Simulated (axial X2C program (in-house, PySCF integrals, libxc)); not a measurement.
# IGe⁺: bond curves with and without spin–orbit coupling

Aim: find the lowest determinant of IGe⁺, scan the bond at several levels and fit the constants, once spin-free and once with spin–orbit coupling.

Method: all-electron X2C, I dyall-cv3z, Ge dyall-cv3z; program: an in-house X2C program for linear molecules on PySCF integrals.

All values are calculated.

## Step 1: The job

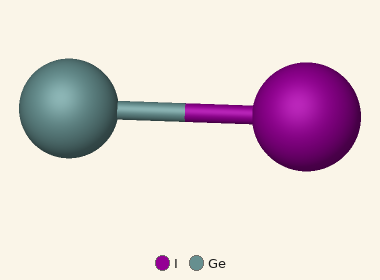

The two atoms at 2.540 Å (iodine purple, germanium teal).

The input, task.json:

```json
{"zs": [53, 32], "q": 1, "bas": ["dyall-cv3z", "dyall-cv3z"], "levels": ["PBE0", "HF", "PBE50"], "cc": true, "r0": 2.54, "thr": -1.0, "nmax": 90, "npts": 10, "nst": 2, "ntry": 6}
```

Keys: zs atomic numbers; q charge; bas basis sets; levels methods (HF also brings MP2); cc coupled cluster on or off; r0 starting distance in Å; thr threshold in hartree for freezing inner shells (an s shell follows its p shell); nmax most natural virtual spinors; npts points asked for on the curve; nst determinants followed; ntry starts of the search.

Command:

```
python so2c.py task.json out
```

Spin-free means the one-electron spin-free X2C Hamiltonian; two-component (2c) means X2C with spin–orbit coupling and atomic mean-field two-electron Coulomb and Gaunt terms. Basis: I dyall-cv3z contracted to [11s12p8d4f1g], Ge dyall-cv3z contracted to [9s9p7d4f1g]; Gaussian nuclei, density fitting. Masses: I 126.904 u, Ge 73.921 u.

Notation: σ, π±, δ± give the projection m of an orbital's angular momentum (0, ±1, ±2), α and β its spin, Λ and M_S the sums; ω is the projection of a spinor's total angular momentum and Ω the sum. Logs are in hartree.

The results follow Hamiltonian by Hamiltonian and level by level.

## Step 2: Which state to follow

PBE0 moves the distance from 2.540 Å to 2.410 Å and compares determinants there.

Spin-free determinants:

```
ΔE (eV)           state                              open shells
   0.00  M_S = 0, Λ = 0                             closed shell
   3.24  M_S = 1, Λ = 1            beyond closed shells: σα, π+α
   3.36  M_S = 1, Λ = 2  beyond closed shells: 2 × π+α, π+β, π-α
   3.36  M_S = 1, Λ = 0  beyond closed shells: π+α, π+β, 2 × π-α
   3.48  M_S = 0, Λ = 2  beyond closed shells: π+α, 2 × π+β, π-α
   3.57  M_S = 0, Λ = 1            beyond closed shells: σα, π+β
```

Two-component determinants:

```tsv
ΔE (eV)	state	open shells
0.00	Ω = 0	closed shell
2.98	Ω = 1	excess of +ω over −ω: ω = -1/2, ω = 3/2
3.10	Ω = 2	excess of +ω over −ω: ω = 1/2, ω = 3/2
3.17	Ω = 3	excess of +ω over −ω: 2 × ω = 3/2
3.20	Ω = 1	excess of +ω over −ω: 2 × ω = 1/2
3.23	Ω = 2	excess of +ω over −ω: ω = 1/2, ω = 3/2
3.41	Ω = 1	excess of +ω over −ω: ω = -1/2, ω = 3/2
```

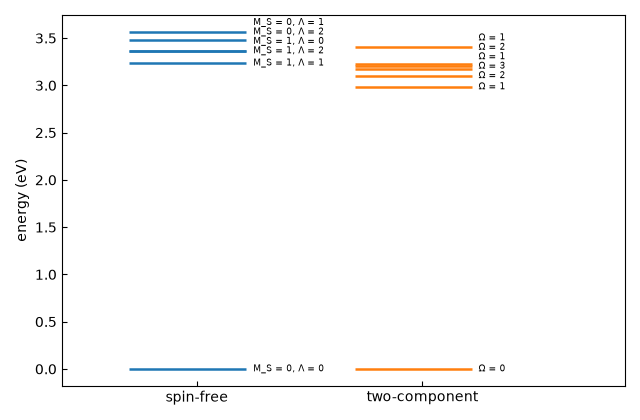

The determinants found, each set from its own lowest.

## Step 3: PBE0, spin-free

State followed: M_S = 0, Λ = 0 (closed shell). The scan is laid around 2.410 Å, a first estimate of the minimum, and this SCF restarts from the orbitals of the search.

The SCF at the reference distance of 2.410 Å:

```text
spin-free X2C-1e  PBE0
basis functions 232  fitting functions 1244  grid points 5801
iter        total energy     max residual
   1      -9213.705149972     1.56e-05
   2      -9213.705149976     4.13e-06
converged
one-electron -13400.19074055  Coulomb 4076.73683250  exact exchange -64.64876870  xc functional -198.00270132  nuclear repulsion 372.40022810
```

Along the bond, energies from the lowest point:

```csv
R (Å),E (eV),μ (D),HOMO (eV),LUMO (eV),iterations
2.097,1.0888,1.60,-14.41,-8.61,22
2.193,0.4410,2.23,-14.50,-8.75,18
2.265,0.1681,2.71,-14.54,-8.86,17
2.338,0.0317,3.18,-14.41,-8.97,14
2.410,0.0000,3.66,-14.17,-9.07,2
2.494,0.0622,4.20,-13.92,-9.19,16
2.579,0.2026,4.73,-13.68,-9.31,13
2.687,0.4607,5.39,-13.40,-9.45,14
2.820,0.8481,6.15,-13.09,-9.60,15
3.013,1.4701,7.17,-12.72,-9.80,14
```

Dipoles are positive if Ge is the positive end and refer to the centre of mass.

Outer orbitals at the reference distance:

```
symmetry  occupied  ε (eV)             atomic character
      σα       yes  -25.93   73% I s, 12% Ge s, 9% Ge p
      σα       yes  -20.12   63% Ge s, 21% I p, 11% I s
      σα       yes  -14.53  47% I p, 34% Ge p, 14% Ge s
     π+α       yes  -14.17   81% I p, 14% Ge p, 4% Ge d
     π-α       yes  -14.17   81% I p, 14% Ge p, 4% Ge d
     π-α        no   -9.07    81% Ge p, 13% I p, 4% I d
     π+α        no   -9.07    81% Ge p, 13% I p, 4% I d
      σα        no   -6.05   43% Ge p, 20% I p, 15% I d
      σα        no   -3.12  46% Ge s, 15% I s, 12% Ge d
```

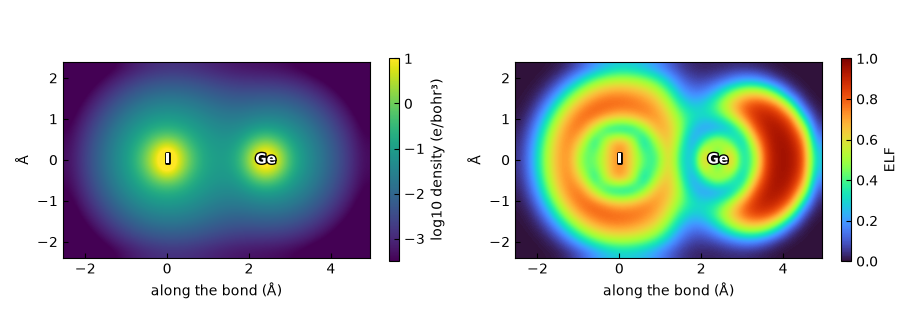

PBE0 fields in a plane through the axis, from a grid of 0.3 Å; I lies at z = 0 and Ge at z = 2.410 Å; the ELF is damped to zero where the density is low.

Re = 2.399 Å, ωe = 303 cm⁻¹, ωexe = 0.523 cm⁻¹, Be = 0.06268 cm⁻¹, De = 3.94 eV, μ = 3.59 D.

## Step 4: HF, spin-free

The SCF at the reference distance of 2.410 Å:

```text
spin-free X2C-1e  HF
basis functions 232  fitting functions 1244  grid points 5801
iter        total energy     max residual
   1      -9209.648754745     3.50e-01
   2      -9209.686278292     1.03e-02
   3      -9209.687569431     1.27e-02
   4      -9209.687852095     4.36e-03
   5      -9209.687892826     8.27e-04
   6      -9209.687901039     7.01e-04
   7      -9209.687901797     1.30e-04
   8      -9209.687901952     6.44e-05
   9      -9209.687901959     1.23e-05
  10      -9209.687901960     2.28e-06
converged
one-electron -13399.34538847  Coulomb 4076.01431348  exact exchange -258.75705507  xc functional 0.00000000  nuclear repulsion 372.40022810
```

Re = 2.403 Å, ωe = 308 cm⁻¹, ωexe = 0.517 cm⁻¹, Be = 0.0625 cm⁻¹, De = 2.32 eV, μ = 4.31 D.

## Step 5: PBE50, spin-free

Output at 2.410 Å:

```text
spin-free X2C-1e  PBE50
basis functions 232  fitting functions 1244  grid points 5801
iter        total energy     max residual
   1      -9213.802830071     1.20e-01
   2      -9213.807561153     6.24e-03
   3      -9213.807661383     1.35e-02
   4      -9213.807897615     8.98e-04
   5      -9213.807903382     3.20e-04
   6      -9213.807904690     8.30e-05
   7      -9213.807904779     3.97e-05
   8      -9213.807904800     7.73e-06
   9      -9213.807904801     6.00e-06
converged
one-electron -13400.61577104  Coulomb 4077.22029247  exact exchange -129.33814196  xc functional -133.47451237  nuclear repulsion 372.40022810
```

Re = 2.379 Å, ωe = 315 cm⁻¹, ωexe = 0.516 cm⁻¹, Be = 0.06375 cm⁻¹, De = 3.69 eV, μ = 3.73 D.

## Step 6: MP2 and beyond, spin-free

Correlated methods: 10 electrons correlated (frozen shells, counted by type: I 4 s, 3 p, 2 d; Ge 3 s, 2 p, 1 d), 284 virtual spinors in MP2, 90 natural virtuals in coupled cluster.

Output of the correlated part at 2.410 Å:

```text
correlated 10  virtual 284  natural virtual 90  E(MP2) -0.209530542  MP2 remainder -0.006270215
iter   CCSD correlation   residual
   1     -0.216397676   1.37e-01
   2     -0.223181528   6.15e-02
   3     -0.225908643   2.73e-02
   4     -0.225944047   9.02e-03
   5     -0.226005503   3.50e-03
   6     -0.226011746   1.33e-03
   7     -0.226013023   2.99e-04
   8     -0.226015792   9.32e-05
   9     -0.226014838   2.97e-05
  10     -0.226014926   9.01e-06
  11     -0.226014741   2.97e-06
  12     -0.226014725   9.59e-07
(T) -0.012213242  T1 0.0365  D1 0.0547  max T2 0.075
```

T1 in the output is the amplitude norm over the root of the electron number; divide by √2 for the Lee–Taylor value.

MP2: Re = 2.404 Å, ωe = 311 cm⁻¹, Be = 0.06245 cm⁻¹, De = 3.77 eV.

CCSD: Re = 2.408 Å, ωe = 306 cm⁻¹, ωexe = 0.542 cm⁻¹, Be = 0.06223 cm⁻¹, De = 3.52 eV. T1 at Re = 0.026 (Lee–Taylor, the printed value over √2).

CCSD(T): Re = 2.417 Å, ωe = 299.9 cm⁻¹, ωexe = 0.545 cm⁻¹, Be = 0.06176 cm⁻¹, De = 3.72 eV. T1 at Re = 0.026 (Lee–Taylor, the printed value over √2).

## Step 7: The spin-free curves together

Energy (eV) of the followed determinant, spin-free, from each level's lowest point:

```csv
R (Å),PBE0,HF,MP2,CCSD,CCSD(T),PBE50
2.097,1.089,1.151,1.173,n/a,n/a,0.986
2.193,0.441,0.472,0.483,0.493,0.523,0.369
2.265,0.168,0.184,0.189,0.197,0.217,0.120
2.338,0.032,0.037,0.039,0.044,0.054,0.008
2.410,0.000,0.000,0.000,0.000,0.000,0.000
2.494,0.062,0.060,0.060,0.054,0.041,0.090
2.579,0.203,0.202,0.205,0.189,0.164,0.258
2.687,0.461,0.467,0.476,0.445,0.404,0.551
2.820,0.848,0.866,0.889,n/a,n/a,0.979
3.013,1.470,1.509,1.562,n/a,n/a,1.657
```

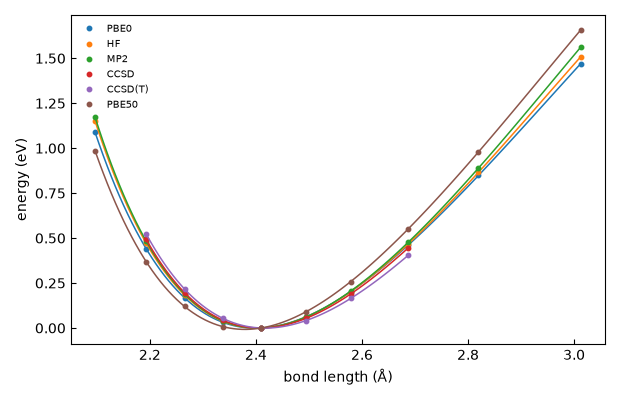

Curves of the followed state, spin-free, each from its own lowest point.

## Step 8: PBE0, 2c

State followed: Ω = 0 (closed shell). The scan is laid around 2.410 Å, a first estimate of the minimum, and this SCF restarts from the orbitals of the search.

The SCF at the reference distance of 2.410 Å:

```text
two-component X2C + atomic mean field  PBE0
basis functions 232  fitting functions 1244  grid points 5801
iter        total energy     max residual
   1      -9210.059146516     2.54e-05
   2      -9210.059146522     1.17e-05
converged
one-electron -13389.62991494  Coulomb 4074.73293580  exact exchange -64.61347880  xc functional -197.89996750  nuclear repulsion 372.40022810  atomic mean-field constant -5.04894918
```

Along the bond, energies from the lowest point:

```csv
R (Å),E (eV),μ (D),HOMO (eV),LUMO (eV),iterations
2.097,1.1088,1.55,-14.34,-8.70,23
2.193,0.4552,2.18,-14.39,-8.84,19
2.265,0.1778,2.65,-14.37,-8.94,17
2.338,0.0367,3.12,-14.11,-9.05,15
2.410,0.0000,3.58,-13.88,-9.15,2
2.494,0.0561,4.11,-13.62,-9.26,15
2.579,0.1899,4.62,-13.38,-9.37,14
2.687,0.4387,5.26,-13.10,-9.50,14
2.820,0.8131,5.99,-12.80,-9.64,15
3.013,1.4123,6.94,-12.43,-9.81,15
```

Dipoles are positive if Ge is the positive end and refer to the centre of mass.

Outer spinors at the reference distance:

```json
{"ω": "1/2", "occupied": "yes", "ε (eV)": "-25.94", "atomic character": "73% I s, 12% Ge s, 9% Ge p", "λ mixture": "100% σ"}
{"ω": "1/2", "occupied": "yes", "ε (eV)": "-20.11", "atomic character": "63% Ge s, 21% I p, 11% I s", "λ mixture": "100% σ"}
{"ω": "1/2", "occupied": "yes", "ε (eV)": "-14.88", "atomic character": "66% I p, 20% Ge p, 9% Ge s", "λ mixture": "52% σ, 48% π"}
{"ω": "1/2", "occupied": "yes", "ε (eV)": "-14.17", "atomic character": "63% I p, 26% Ge p, 6% Ge s", "λ mixture": "52% π, 48% σ"}
{"ω": "3/2", "occupied": "yes", "ε (eV)": "-13.88", "atomic character": "79% I p, 16% Ge p, 4% Ge d", "λ mixture": "100% π"}
{"ω": "1/2", "occupied": "no", "ε (eV)": "-9.15", "atomic character": "82% Ge p, 12% I p, 4% I d", "λ mixture": "100% π"}
{"ω": "3/2", "occupied": "no", "ε (eV)": "-8.94", "atomic character": "79% Ge p, 15% I p, 4% I d", "λ mixture": "100% π"}
{"ω": "1/2", "occupied": "no", "ε (eV)": "-6.04", "atomic character": "43% Ge p, 20% I p, 15% I d", "λ mixture": "100% σ"}
{"ω": "1/2", "occupied": "no", "ε (eV)": "-3.12", "atomic character": "45% Ge s, 16% I s, 12% Ge d", "λ mixture": "100% σ"}
```

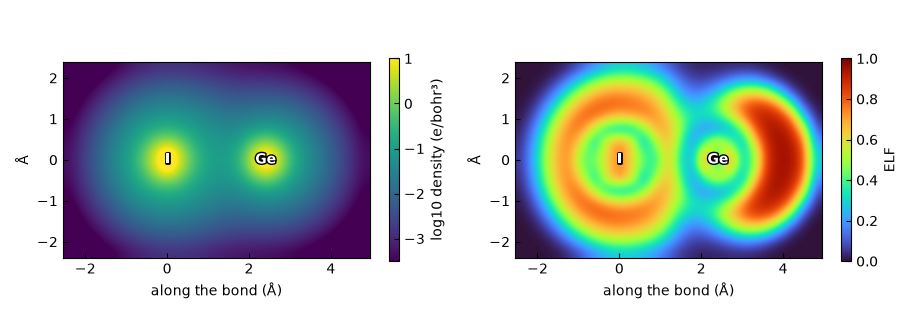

PBE0 fields in a plane through the axis, from a grid of 0.3 Å; I lies at z = 0 and Ge at z = 2.410 Å; the ELF is damped to zero where the density is low.

Re = 2.404 Å, ωe = 300 cm⁻¹, ωexe = 0.538 cm⁻¹, Be = 0.06245 cm⁻¹, De = 3.67 eV, μ = 3.54 D.

## Step 9: HF, 2c

Output at 2.410 Å:

```text
two-component X2C + atomic mean field  HF
basis functions 232  fitting functions 1244  grid points 5801
iter        total energy     max residual
   1      -9205.999615406     4.10e-01
   2      -9206.037003316     1.03e-02
   3      -9206.038277912     1.47e-02
   4      -9206.038556136     4.37e-03
   5      -9206.038596836     9.50e-04
   6      -9206.038605280     7.28e-04
   7      -9206.038606151     1.38e-04
   8      -9206.038606338     7.01e-05
   9      -9206.038606355     1.71e-05
  10      -9206.038606359     8.07e-06
  11      -9206.038606360     4.51e-06
  12      -9206.038606360     9.87e-07
converged
one-electron -13388.77729140  Coulomb 4074.00248928  exact exchange -258.61508316  xc functional 0.00000000  nuclear repulsion 372.40022810  atomic mean-field constant -5.04894918
```

Re = 2.407 Å, ωe = 305 cm⁻¹, ωexe = 0.532 cm⁻¹, Be = 0.06228 cm⁻¹, De = 1.88 eV, μ = 4.25 D.

## Step 10: PBE50, 2c

The SCF at the reference distance of 2.410 Å:

```text
two-component X2C + atomic mean field  PBE50
basis functions 232  fitting functions 1244  grid points 5801
iter        total energy     max residual
   1      -9210.155633778     1.40e-01
   2      -9210.160352863     6.27e-03
   3      -9210.160452590     1.53e-02
   4      -9210.160679717     8.27e-04
   5      -9210.160685010     3.26e-04
   6      -9210.160686240     6.42e-05
   7      -9210.160686329     3.81e-05
   8      -9210.160686349     7.70e-06
   9      -9210.160686350     5.91e-06
converged
one-electron -13390.05264452  Coulomb 4075.21388497  exact exchange -129.26740592  xc functional -133.40579980  nuclear repulsion 372.40022810  atomic mean-field constant -5.04894918
```

Re = 2.383 Å, ωe = 312 cm⁻¹, ωexe = 0.53 cm⁻¹, Be = 0.06353 cm⁻¹, De = 3.39 eV, μ = 3.68 D.

## Step 11: MP2 and beyond, 2c

Correlated methods: 10 electrons correlated (frozen shells, counted by type: I 4 s, 3 p, 2 d; Ge 3 s, 2 p, 1 d), 284 virtual spinors in MP2, 90 natural virtuals in coupled cluster.

Output of the correlated part at 2.410 Å:

```text
correlated 10  virtual 284  natural virtual 90  E(MP2) -0.208801577  MP2 remainder -0.006278299
iter   CCSD correlation   residual
   1     -0.215837274   1.36e-01
   2     -0.222599088   5.99e-02
   3     -0.225224504   2.66e-02
   4     -0.225259096   8.75e-03
   5     -0.225317889   3.38e-03
   6     -0.225323361   1.30e-03
   7     -0.225324802   3.20e-04
   8     -0.225327610   1.22e-04
   9     -0.225326419   5.84e-05
  10     -0.225326680   2.99e-05
  11     -0.225326258   1.39e-05
  12     -0.225326334   6.09e-06
  13     -0.225326337   2.49e-06
(T) -0.012013622  T1 0.0354  D1 0.0554  max T2 0.061
```

MP2: Re = 2.408 Å, ωe = 308 cm⁻¹, Be = 0.06226 cm⁻¹, De = 3.39 eV.

CCSD: Re = 2.412 Å, ωe = 303 cm⁻¹, ωexe = 0.56 cm⁻¹, Be = 0.06201 cm⁻¹, De = 3.14 eV. T1 at Re = 0.025 (Lee–Taylor, the printed value over √2).

CCSD(T): Re = 2.421 Å, ωe = 297.3 cm⁻¹, ωexe = 0.558 cm⁻¹, Be = 0.06157 cm⁻¹, De = 3.34 eV. T1 at Re = 0.025 (Lee–Taylor, the printed value over √2).

## Step 12: The 2c curves together

Energy (eV) of the followed determinant, 2c, from each level's lowest point:

```csv
R (Å),PBE0,HF,MP2,CCSD,CCSD(T),PBE50
2.097,1.109,1.172,1.191,n/a,n/a,1.006
2.193,0.455,0.486,0.496,0.507,0.535,0.383
2.265,0.178,0.193,0.198,0.206,0.225,0.130
2.338,0.037,0.042,0.044,0.048,0.058,0.013
2.410,0.000,0.000,0.000,0.000,0.000,0.000
2.494,0.056,0.054,0.055,0.048,0.036,0.084
2.579,0.190,0.190,0.194,0.177,0.154,0.245
2.687,0.439,0.445,0.457,0.423,0.386,0.528
2.820,0.813,0.832,0.860,n/a,n/a,0.944
3.013,1.412,1.450,1.514,n/a,n/a,1.598
```

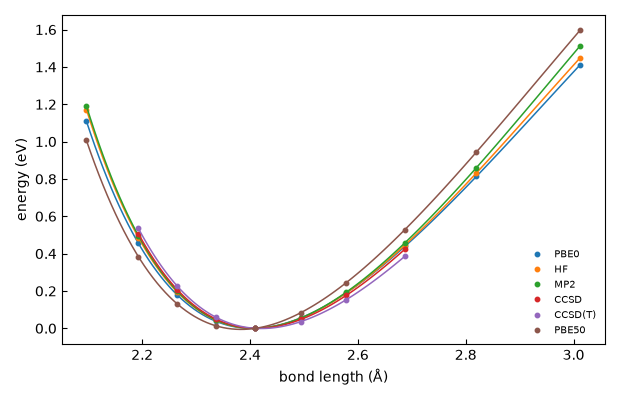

Curves of the followed state, 2c, each from its own lowest point.

The whole job took 2.8 min on 1 thread of Arm Neoverse V1, shared host; peak memory 0.71 GiB.

## Step 13: Constants

Lowest determinant that the search found at its distance, spin-free: M_S = 0, Λ = 0 (closed shell).

Lowest determinant that the search found at its distance, 2c: Ω = 0 (closed shell).

```
Hamiltonian    level  Re (Å)  ωe (cm⁻¹)  De (eV)  μ (D)
  spin-free     PBE0   2.399        303     3.94   3.59
  spin-free       HF   2.403        308     2.32   4.31
  spin-free      MP2   2.404        311     3.77    n/a
  spin-free     CCSD   2.408        306     3.52    n/a
  spin-free  CCSD(T)   2.417      299.9     3.72    n/a
  spin-free    PBE50   2.379        315     3.69   3.73
         2c     PBE0   2.404        300     3.67   3.54
         2c       HF   2.407        305     1.88   4.25
         2c      MP2   2.408        308     3.39    n/a
         2c     CCSD   2.412        303     3.14    n/a
         2c  CCSD(T)   2.421      297.3     3.34    n/a
         2c    PBE50   2.383        312     3.39   3.68
```

Dipoles are positive if Ge is the positive end and refer to the centre of mass.

Time per point (s) on 1 thread of Arm Neoverse V1, shared host (2c runs; CCSD comes with the CCSD(T) run); the times are rough: PBE0 1.1, HF 0.8, MP2 1, CCSD(T) 4.3, PBE50 1.1.

In words: At CCSD(T), going from spin-free to two-component changes Re by +4 mÅ, ωe by -0.9 %; the spin-free picture holds up (part of it comes from the scalar share of the two-electron terms). De moves by -0.38 eV; both De rest on single-determinant atoms, which can miss part of an open shell's spin–orbit lowering.

De refers to I + Ge+, each in the lowest determinant found, which need not be this curve's own limit. The state is a single determinant with fixed occupations, the lowest that a limited PBE0 search found. The closed shell is kept restricted; where the fragments are open shells, the energy then runs too high at long range. De is counted from the lowest determinant-based energies of the atoms at the same level, without counterpoise correction. Coupled cluster ran in a truncated set of natural virtual spinors; the MP2 energy of the rest was added. With the outer-core shells frozen, correlated bond lengths of heavy atoms tend to come out a few hundredths of an ångström too long. T1 at Re is 0.026 (Lee–Taylor), above the customary mark of 0.02.
